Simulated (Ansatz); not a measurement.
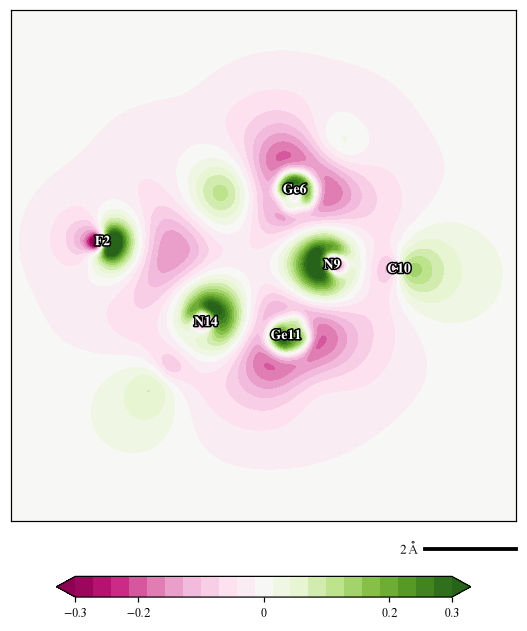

Figure. C3H9F6Ge3N3 (cyclo-(F2GeNMe)3). One frontier orbital on the plane of atoms Ge6, N9 and Ge11 (values in Å⁻³ᐟ²; the overall sign is arbitrary).

Geometry: PBE-D4/def2-SVP; not at a stationary point (largest force 0.9 eV/Å).

Computed with Ansatz, RKS PBE0-D4/def2-TZVP.

Input file:

```
crystal:
  periodic: [false, false, false]
  atoms:
    - {symbol: Ge, position_ang: [0.558543, -1.078269, -1.428140]}
    - {symbol: F, position_ang: [1.085374, -0.734044, -3.058780]}
    - {symbol: F, position_ang: [0.676790, -2.821810, -1.392150]}
    - {symbol: N, position_ang: [-1.175854, -0.628038, -1.132487]}
    - {symbol: C, position_ang: [-2.219690, -1.286488, -1.946311]}
    - {symbol: Ge, position_ang: [-1.676730, 0.663627, 0.048738]}
    - {symbol: F, position_ang: [-3.243025, 0.232026, 0.692588]}
    - {symbol: F, position_ang: [-2.011574, 2.190725, -0.735265]}
    - {symbol: N, position_ang: [-0.520830, 0.838074, 1.444472]}
    - {symbol: C, position_ang: [-1.032848, 1.368525, 2.725828]}
    - {symbol: Ge, position_ang: [1.254547, 0.480533, 1.308180]}
    - {symbol: F, position_ang: [1.712875, -0.501903, 2.679353]}
    - {symbol: F, position_ang: [2.257284, 1.891793, 1.549154]}
    - {symbol: N, position_ang: [1.708875, -0.215774, -0.311403]}
    - {symbol: C, position_ang: [3.131528, -0.140635, -0.716151]}
    - {symbol: H, position_ang: [-3.186235, -1.264237, -1.405555]}
    - {symbol: H, position_ang: [-2.353395, -0.797475, -2.934348]}
    - {symbol: H, position_ang: [-1.954055, -2.350529, -2.109538]}
    - {symbol: H, position_ang: [-0.508173, 0.879997, 3.571667]}
    - {symbol: H, position_ang: [-2.111314, 1.135271, 2.824009]}
    - {symbol: H, position_ang: [-0.897423, 2.467529, 2.810101]}
    - {symbol: H, position_ang: [3.202809, -0.089061, -1.820089]}
    - {symbol: H, position_ang: [3.713111, -1.018232, -0.362901]}
    - {symbol: H, position_ang: [3.589428, 0.778384, -0.300984]}
basis:
  gaussian: {orbitals: def2-TZVP, fitting: {mean_field: def2-universal-jkfit}, initial_orbitals: start.molden}
hamiltonian: {xc: pbe0, dispersion: d4}
scf: {omitted_lower_state_checks: [starts]}
output: {forces: true, orbitals: {seedname: orbitals}}
```

Command:

```sh
ansatz run in.yaml --threads 2 --pin off --events-out ev --progress --plain --max-ram 32768MiB --backend cuda --devices 0, --max-vram 18GiB
```

Which orbital is it: HOMO or LUMO?

Answer. The LUMO, at −1.51 eV. Its weight (Hirshfeld) is mainly on Ge6 (about 15 %), Ge1 (about 15 %), Ge11 (about 15 %), N4 (about 5 %), N9 (about 5 %) and N14 (about 5 %).
